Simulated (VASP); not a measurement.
# Driving VASP from ASE on LaAgSb2, part 2 of 4

Do ASE scripts that read LaAgSb2 from different structure formats give one answer, and do several routes find one equilibrium volume? All runs use LDA. Left out of this account: 1 further run (self-consistent run: a reference on another mesh). The start is a computed cell from the Materials Project.

VASP 6.6.1; LDA; plane waves and PAW (La, Ag, Sb).

Still holding for the runs below: The k-mesh is coarse for a metal.

So far. Step 2 (Total energy, forces and stress (LDA, through ASE)): The pressure is -4.77 GPa and the largest force 0.162 eV/Å, so the cell is not at a minimum at these settings.

## 3. Total energy, forces and stress (LDA, through ASE), try 2

The single point through ASE, with the structure read from a CIF with its space group. The mesh changes to 5×5×2, so this is no clean test of the format.

The input, run.py:

```python
import numpy as np
from ase.calculators.vasp import Vasp
from ase.io import read
from ase.dft.bandgap import bandgap

atoms = read('LaAgSb2.cif')

calc = Vasp(
    xc='lda',
    pp='LDA',
    prec='Accurate',
    encut=400,
    ediff=1e-06,
    nelm=100,
    ismear=-1,
    sigma=0.05,
    lreal=False,
    algo='Normal',
    nbands=40,
    lasph=True,
    lorbit=11,
    lwave=False,
    lcharg=False,
    kpar=4,
    ncore=2,
    isif=2,
    pp_version='64',
    setups={'La': '', 'Ag': '', 'Sb': ''},
    kpts=(5, 5, 2),
    gamma=True,
    txt='vasp.out',
)
atoms.calc = calc

print("energy (eV):", round(atoms.get_potential_energy(), 6))
print("Fermi level (eV):", round(calc.get_fermi_level(), 4))
print("forces (eV/A):")
print(np.round(atoms.get_forces(), 4))
print("stress (GPa, Voigt, tension positive):", np.round(atoms.get_stress() * 160.21766, 3))
gap, p1, p2 = bandgap(calc, direct=False)
print("gap on the mesh (eV):", round(gap, 4))
```

The input, LaAgSb2.cif:

```cif
data_LaAgSb2
_cell_length_a 4.40346175
_cell_length_b 4.40346175
_cell_length_c 11.06681976
_cell_angle_alpha 90.00000000
_cell_angle_beta 90.00000000
_cell_angle_gamma 90.00000000
_space_group_name_H-M_alt 'P4/nmm'
_space_group_name_Hall 'P 4ab 2ab -1ab'
_space_group_IT_number 129
loop_
_space_group_symop_operation_xyz
'x,y,z'
'-y+1/2,x+1/2,z'
'-x,-y,z'
'y+1/2,-x+1/2,z'
'x+1/2,-y+1/2,-z'
'-y,-x,-z'
'-x+1/2,y+1/2,-z'
'y,x,-z'
'-x+1/2,-y+1/2,-z'
'y,-x,-z'
'x+1/2,y+1/2,-z'
'-y,x,-z'
'-x,y,z'
'y+1/2,x+1/2,z'
'x,-y,z'
'-y+1/2,-x+1/2,z'
loop_
_atom_site_label
_atom_site_type_symbol
_atom_site_symmetry_multiplicity
_atom_site_Wyckoff_symbol
_atom_site_fract_x
_atom_site_fract_y
_atom_site_fract_z
_atom_site_occupancy
La1 La 2 c 0.0000000000 0.5000000000 0.2629930000 1
Ag1 Ag 2 a 0.0000000000 0.0000000000 0.0000000000 1
Sb1 Sb 2 c 0.0000000000 0.5000000000 0.8333123600 1
Sb2 Sb 2 b 0.0000000000 0.0000000000 0.5000000000 1
```

PAW data sets: La, Ag and Sb (LDA family, release 64).

Started as:

```console
$ export ASE_VASP_COMMAND="mpirun -np 8 vasp_std"
$ python run.py
```

The log of the run:

```text
energy (eV): -43.929292
Fermi level (eV): 7.7123
forces (eV/A):
[[ 0.      0.     -0.1155]
 [-0.     -0.      0.1155]
 [ 0.     -0.      0.    ]
 [ 0.      0.      0.    ]
 [ 0.      0.      0.1512]
 [ 0.     -0.     -0.1512]
 [ 0.     -0.      0.    ]
 [ 0.      0.      0.    ]]
stress (GPa, Voigt, tension positive): [ 4.279  4.279  5.263 -0.    -0.    -0.   ]
gap on the mesh (eV): 0.0
```

Elapsed: 9.6 s, on 8 MPI ranks of Intel Xeon 6975P-C (Granite Rapids), shared host; peak memory 1.4 GiB.

The INCAR that ASE wrote:

```
ENCUT = 400.000000
SIGMA = 0.050000
EDIFF = 1.00e-06
ALGO = Normal
PREC = Accurate
ISIF = 2
ISMEAR = -1
KPAR = 4
LORBIT = 11
NBANDS = 40
NELM = 100
NCORE = 2
LASPH = .TRUE.
LCHARG = .FALSE.
LWAVE = .FALSE.
LREAL = .FALSE.
```

The KPOINTS that ASE wrote:

```
KPOINTS created by Atomic Simulation Environment
0
Gamma
5 5 2
0 0 0
```

VASP's own log, vasp.out:

```text
[banner, memory and clock lines left out]
running    8 mpi-ranks, on    1 nodes
 distrk:  each k-point on    2 cores,    4 groups
 distr:  one band on    2 cores,    1 groups

 POSCAR found type information on POSCAR LaAgSb
 POSCAR found :  3 types and       8 ions
 LDA part: xc-table for (Slater(with rela. corr.)+CA(PZ))
 , standard interpolation
 POSCAR, INCAR and KPOINTS ok, starting setup
 FFT: planning ... GRIDC
 FFT: planning ... GRID_SOFT
 FFT: planning ... GRID
 WAVECAR not read
 entering main loop
       N       E                     dE             d eps       ncg     rms          rms(c)
DAV:   1     0.545992758494E+03    0.54599E+03   -0.19656E+04   960   0.154E+03
DAV:   2     0.864872467278E+02   -0.45951E+03   -0.42892E+03  1144   0.323E+02
DAV:   3    -0.231112791378E+02   -0.10960E+03   -0.10387E+03  1368   0.162E+02
DAV:   4    -0.439653103665E+02   -0.20854E+02   -0.19431E+02  1840   0.666E+01
DAV:   5    -0.456904711103E+02   -0.17252E+01   -0.16225E+01  1720   0.197E+01    0.104E+01
DAV:   6    -0.440148590212E+02    0.16756E+01   -0.24408E+01  1704   0.345E+01    0.877E+00
DAV:   7    -0.440033612843E+02    0.11498E-01   -0.32008E+00  1512   0.123E+01    0.490E+00
DAV:   8    -0.439575707286E+02    0.45791E-01   -0.81779E-01  1656   0.526E+00    0.158E+00
DAV:   9    -0.439415512686E+02    0.16019E-01   -0.10355E-01  1600   0.244E+00    0.239E-01
DAV:  10    -0.439412130571E+02    0.33821E-03   -0.14811E-02  1704   0.709E-01    0.130E-01
DAV:  11    -0.439412638430E+02   -0.50786E-04   -0.10566E-03  1632   0.194E-01    0.491E-02
DAV:  12    -0.439412623100E+02    0.15330E-05   -0.20807E-04  1648   0.963E-02    0.138E-02
DAV:  13    -0.439412641356E+02   -0.18257E-05   -0.25354E-05  1576   0.275E-02    0.484E-03
DAV:  14    -0.439412643155E+02   -0.17982E-06   -0.30085E-06  1048   0.114E-02
   1 F= -.43941264E+02 E0= -.43929292E+02  d E =-.239442E-01
```

Parts of OUTCAR (step 3):

```text
 Found     12 irreducible k-points:

   k-points           NKPTS =     12   k-points in BZ     NKDIM =     12   number of bands    NBANDS=     40

   NELECT =      64.0000    total number of electrons

 E-fermi :   7.7123

 k-point     1 :       0.0000    0.0000    0.0000
  band No.  band energies     occupation
    ...
     26       4.9142      2.00000
     27       6.5706      2.00000
     28       6.5706      2.00000
     29       6.7632      2.00000
     30       6.9937      2.00000
     31       8.1155      0.00063
     32       8.1155      0.00063
     33       8.1283      0.00049
     34       9.0896      0.00000
     35       9.3524      0.00000
    ...

 k-point     2 :       0.2000    0.0000    0.0000
  band No.  band energies     occupation
    ...
     28       6.3666      2.00000
     29       6.6685      2.00000
     30       7.3285      1.99907
     31       7.4297      1.99300
     32       7.6039      1.79452
     33       8.8333      0.00000
     34       9.0812      0.00000
     35       9.1969      0.00000
     36       9.3088      0.00000
     37       9.3797      0.00000
    ...

  Total       -5.7314961     -5.7314961     -7.0494184      0.0000000      0.0000000      0.0000000
  in kB      -42.7924633    -42.7924633    -52.6323280      0.0000000      0.0000000      0.0000000
  external PRESSURE =     -46.0724182 kB  Pullay stress =       0.0000000 kB

 POSITION                                       TOTAL-FORCE (eV/Angst)
 -----------------------------------------------------------------------------------
      0.00000      2.20173      2.91050         0.000000      0.000000     -0.115480
      2.20173      0.00000      8.15632        -0.000000     -0.000000      0.115480
      0.00000      0.00000      0.00000         0.000000     -0.000000      0.000000
      2.20173      2.20173      0.00000         0.000000      0.000000      0.000000
      0.00000      2.20173      9.22212         0.000000      0.000000      0.151190
      2.20173      0.00000      1.84470         0.000000     -0.000000     -0.151190
      0.00000      0.00000      5.53341         0.000000     -0.000000      0.000000
      2.20173      2.20173      5.53341         0.000000      0.000000      0.000000
 -----------------------------------------------------------------------------------
    total drift:                                0.000000      0.000000     -0.000000

  FREE ENERGIE OF THE ION-ELECTRON SYSTEM (eV)
  ---------------------------------------------------
  free  energy   TOTEN  =       -43.9412643155 eV

  energy  without entropy=      -43.9173200797  energy(sigma->0) =      -43.92929220

 total charge
# of ion       s       p       d       f       tot
--------------------------------------------------
    1        2.022   5.627   0.712   0.152   8.513
    2        2.022   5.627   0.712   0.152   8.513
    3        0.398   0.327   9.144   0.000   9.869
    4        0.398   0.327   9.144   0.000   9.869
    5        1.133   1.339   0.029   0.000   2.501
    6        1.133   1.339   0.029   0.000   2.501
    7        1.188   1.230   0.031   0.000   2.448
    8        1.188   1.230   0.031   0.000   2.448
--------------------------------------------------
tot          9.481  17.047  19.830   0.304  46.662

[... 7 parts as in an earlier step ...]

[... 6 further parts left out ...]
```

At this level the cell is under a tension of 4.6 GPa, so at these settings it is away from equilibrium.

Numbers from this step:

| Property | Result |
| --- | --- |
| irreducible k-points | 12 |
| free energy (TOTEN) | -43.94 eV |
| energy at zero smearing | -43.93 eV |
| Fermi energy | 7.712 eV |
| pressure | -4.607 GPa |

Force by atom:

| atom | x (eV/Å) | y (eV/Å) | z (eV/Å) | size |
| --- | --- | --- | --- | --- |
| La1 | 0.000 | 0.000 | -0.115 | 0.115 |
| La2 | 0.000 | 0.000 | 0.115 | 0.115 |
| Ag3 | 0.000 | 0.000 | 0.000 | 0.000 |
| Ag4 | 0.000 | 0.000 | 0.000 | 0.000 |
| Sb5 | 0.000 | 0.000 | 0.151 | 0.151 |
| Sb6 | 0.000 | 0.000 | -0.151 | 0.151 |
| Sb7 | 0.000 | 0.000 | 0.000 | 0.000 |
| Sb8 | 0.000 | 0.000 | 0.000 | 0.000 |

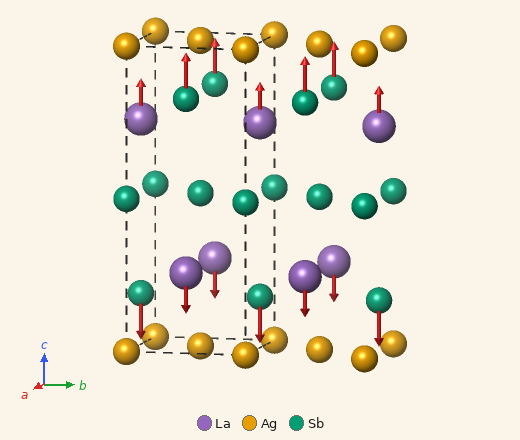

Force as arrows, the longest 0.151 eV/Å. 1×2×1 cells are drawn. Some periodic images of atoms are drawn too.

The energy lies +5.82 meV an atom from the first script, on another mesh.

[end of part 2 of 4]

[Lines on the potential files, build, host, timing and source positions are cut from VASP's logs without a mark.]

[Logs are printed without paths, hosts, clocks, repeated set-up lines and the standing remarks that a program may print on its own settings, such as how far it seeks lower states.]

[Hosts, paths, dates, database ids (printed as entryN), source tags and the programs' standing remarks are cut or masked in the printed files.]

[A measured line is paired with the nearest computed mode of its activity, which favours agreement.]
